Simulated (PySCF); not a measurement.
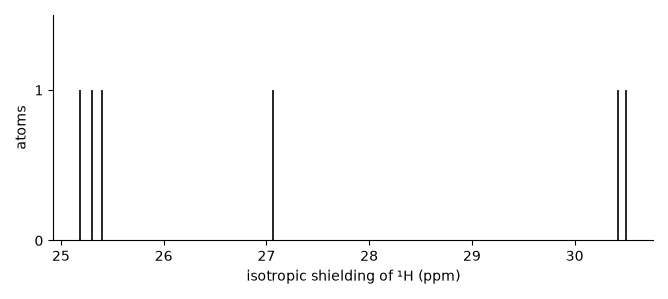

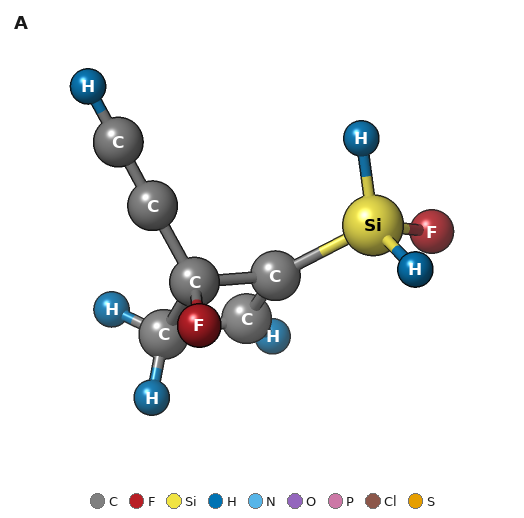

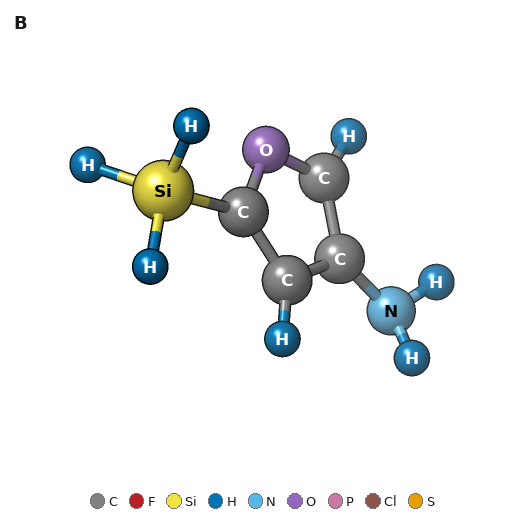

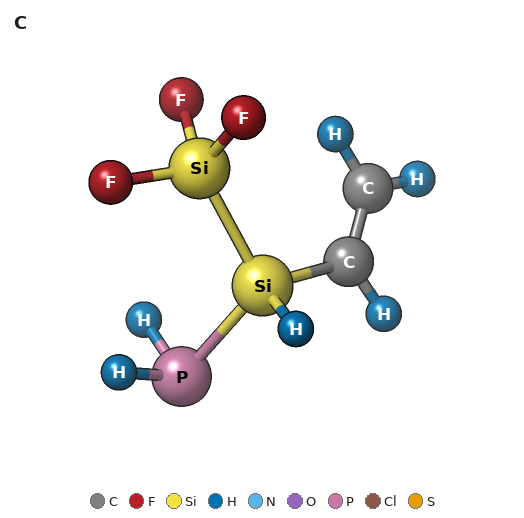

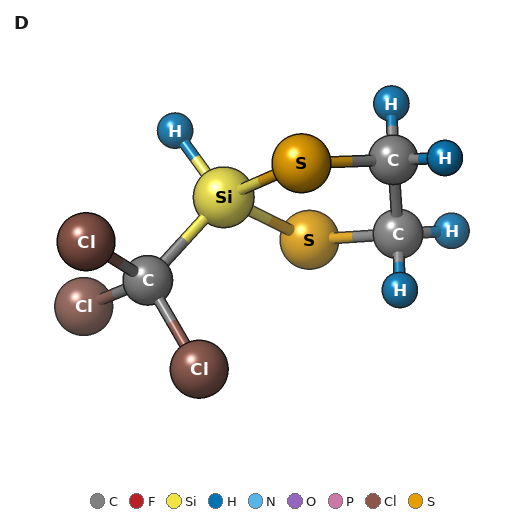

The sticks are computed shieldings of one of the molecules, for one fixed geometry (GFN2-xTB) without averaging over rotations. Low shielding means a high chemical shift. Method: GIAO PBE0/pcSseg-1 NMR shielding, non-relativistic, gas phase (PySCF 2.14.0).

Match the spectrum to a structure.

C, `C=C[Si@H](P)[Si](F)(F)F`. Its 6 H atoms give lines at 25.19, 25.30, 25.40, 27.06, 30.42, 30.50 ppm.

The geometry is semi-empirical. Around P, Si such bond lengths and angles can be off by a tenth of an ångström or more and by several degrees, and values that hang on the shape move with them.
